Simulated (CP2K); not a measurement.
# InH2OF (SMILES [OH][InH][F]): GFN1-xTB

Aim: the vertical singlet–triplet gap of InH2OF at GFN1-xTB, from 2 runs. 

The results are computed with CP2K 2026.2.

7 further runs of the same task are left out: 5 that didn't finish, 2 set aside as unsound or not needed.

## 1. The structure to begin with

The species is InH2OF (5 atoms), meant as a singlet with charge 0. As SMILES, `[OH][InH][F]`. The shape is that of a PBE0-D4/def2-TZVP optimisation. This is a higher conformer, about 10 kJ/mol above the lowest found by a separate search.

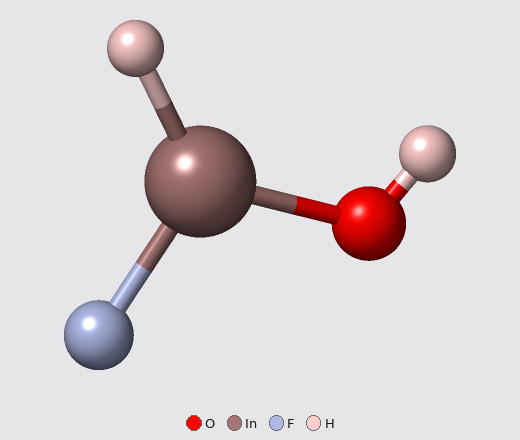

Viewed from a chosen angle; oxygen red, indium brown, fluorine light blue, hydrogen pink.

## 2. The energy at GFN1-xTB

The input, run.inp:

```
&GLOBAL
  PROJECT_NAME run
  RUN_TYPE ENERGY
  PRINT_LEVEL MEDIUM
&END GLOBAL

&FORCE_EVAL
  METHOD QS
  &DFT
    # Quickstep
    &QS
      METHOD XTB
      EPS_DEFAULT 1.0E-10
      &XTB
        GFN_TYPE 1
        CHECK_ATOMIC_CHARGES F
      &END XTB
    &END QS
    &POISSON
      PERIODIC NONE
      POISSON_SOLVER ANALYTIC
    &END POISSON
    &SCF
      SCF_GUESS ATOMIC
      EPS_SCF 1.0E-07
      MAX_SCF 150
      ADDED_MOS 2
      &DIAGONALIZATION
        ALGORITHM STANDARD
      &END DIAGONALIZATION
      &MIXING
        METHOD DIRECT_P_MIXING
        ALPHA 0.4
      &END MIXING
      &SMEAR ON
        METHOD FERMI_DIRAC
        ELECTRONIC_TEMPERATURE [K] 300
      &END SMEAR
    &END SCF
    &PRINT
      &MOMENTS
        PERIODIC F
        REFERENCE COM
        MAX_MOMENT 1
      &END MOMENTS
      &MO ON
        ENERGIES T
        OCCUPATION_NUMBERS T
        NDIGITS 6
        &EACH
          QS_SCF 0
        &END EACH
        ADD_LAST NUMERIC
      &END MO
      &HIRSHFELD OFF
      &END HIRSHFELD
    &END PRINT
  &END DFT
  &SUBSYS
    # box in angstrom
    &CELL
      ABC 11.1 11.1 9.8
      PERIODIC NONE
    &END CELL
    &COORD
      O      4.438850     5.304100     4.364700
      In     6.198450     5.692500     5.152100
      F      6.904250     3.995300     5.783600
      H      3.993150     6.079800     4.016400
      H      7.106850     7.104700     5.352300
    &END COORD
  &END SUBSYS
&END FORCE_EVAL
```

Command:

```sh
$ OMP_NUM_THREADS=1 cp2k.psmp -i run.inp -o run.out
```

The log of the run, cut to the lines that bear on the results:

```text
CP2K| version string:                                       CP2K version 2026.2
[...]
 GLOBAL| Method name                                                        CP2K
[...]
 GLOBAL| Run type                                                         ENERGY
[...]
                             - Atoms:                                          5
[...]
                             - Spherical basis functions:                     21
[...]
 Number of electrons:                                                         18
[...]
     1 P_Mix/Diag. 0.40E+00    0.0     1.13056184       -12.2383002250 -1.22E+01
[...]
    14 DIIS/Diag.  0.20E-07    0.0     9.1332E-09       -12.4548524629 -4.80E-14
  *** SCF run converged in    14 steps ***
[...]
  Fermi energy:                                                -0.27065128530094
[...]
 TB_DIPOLE| Moment [Debye]          0.49955292       5.15146450      -0.63514542
 TB_DIPOLE| Derivative [a.u.]       0.00000000       0.00000000       0.00000000
[...]
 ENERGY| Total FORCE_EVAL ( QS ) energy [hartree]            -12.454852462855252
[...]
```

Run time: 0.3 s. Hardware: 1 thread of Arm Neoverse V2, shared host.

## 3. The triplet, same level

The input, gas.inp:

```
&GLOBAL
   PROJECT_NAME gas
   RUN_TYPE ENERGY
   PRINT_LEVEL MEDIUM
&END GLOBAL
&FORCE_EVAL
   METHOD Quickstep
   &DFT
      MULTIPLICITY 3
      LSD T
      &QS
         METHOD XTB
         EPS_DEFAULT 1.0E-10
         &XTB
            GFN_TYPE 1
            CHECK_ATOMIC_CHARGES F
         &END XTB
      &END QS
      &POISSON
         PERIODIC NONE
         POISSON_SOLVER ANALYTIC
      &END POISSON
      &SCF
         SCF_GUESS ATOMIC
         EPS_SCF 1.0E-07
         MAX_SCF 40
         &OT
            MINIMIZER CG
            PRECONDITIONER FULL_SINGLE_INVERSE
         &END OT
         &OUTER_SCF
            EPS_SCF 1.0E-07
            MAX_SCF 10
         &END OUTER_SCF
      &END SCF
      &PRINT
         &MOMENTS
            PERIODIC F
            REFERENCE COM
            MAX_MOMENT 1
         &END MOMENTS
         &MO_CUBES
            NLUMO 3
            NHOMO -1
            WRITE_CUBE F
         &END MO_CUBES
         &HIRSHFELD OFF
         &END HIRSHFELD
      &END PRINT
   &END DFT
   &SUBSYS
      &CELL
         ABC 11.1 11.1 9.8
         PERIODIC NONE
      &END CELL
      &COORD
         O      4.438850     5.304100     4.364700
         In     6.198450     5.692500     5.152100
         F      6.904250     3.995300     5.783600
         H      3.993150     6.079800     4.016400
         H      7.106850     7.104700     5.352300
      &END COORD
   &END SUBSYS
&END FORCE_EVAL
```

Command:

```sh
$ OMP_NUM_THREADS=1 cp2k.psmp gas.inp > gas.out
```

The log of the run, cut to the lines that bear on the results:

```text
CP2K| version string:                                       CP2K version 2026.2
[...]
 GLOBAL| Method name                                                        CP2K
[...]
 GLOBAL| Run type                                                         ENERGY
[...]
                             - Atoms:                                          5
[...]
                             - Spherical basis functions:                     21
[...]
 Number of electrons:                                                         10
[...]
     1 OT CG       0.80E-01    0.0     0.08650424       -12.0280047755 -1.20E+01
[...]
    36 OT CG       0.17E+00    0.0     0.00000009       -12.2313547858 -7.11E-13
  *** SCF run converged in    36 steps ***
[...]
 TB_DIPOLE| Moment [Debye]          0.53991777       3.89235772      -0.40109682
 TB_DIPOLE| Derivative [a.u.]       0.00000000       0.00000000       0.00000000
[...]
 ENERGY| Total FORCE_EVAL ( QS ) energy [hartree]            -12.231354785837066
[...]
```

Run time: 0.87 s. Hardware: 1 thread of Arm Neoverse V2, shared host.

## 4. Summary of results

At GFN1-xTB:

| quantity | value |
| --- | --- |
| singlet: total energy | -12.45485 Eh |
| singlet: dipole moment (from atomic charges alone) | 5.21 D |
| singlet: HOMO energy | -12.00 eV |
| singlet: LUMO energy | -6.47 eV |
| singlet: HOMO–LUMO gap | 5.53 eV |
| singlet: dispersion energy | -1.99 kJ/mol |
| triplet: total energy | -12.23135 Eh |
| triplet: dipole moment (from atomic charges alone) | 3.95 D |
| triplet: HOMO energy (highest over α and β) | -6.56 eV |
| triplet: dispersion energy | -1.99 kJ/mol |
| vertical energy of the triplet above the singlet | 6.082 eV |

**Reading.** The method runs without spin polarisation, so open shells lack the exchange term that lowers high spin: such gaps come out too high and can have the wrong sign. At this shape the triplet lies 6.08 eV (140 kcal/mol) above the singlet. The dipole (singlet) comes from point charges on the atoms alone, without atomic dipoles, so it is partial. The dipole (triplet) comes from point charges on the atoms alone, without atomic dipoles, so it is partial.
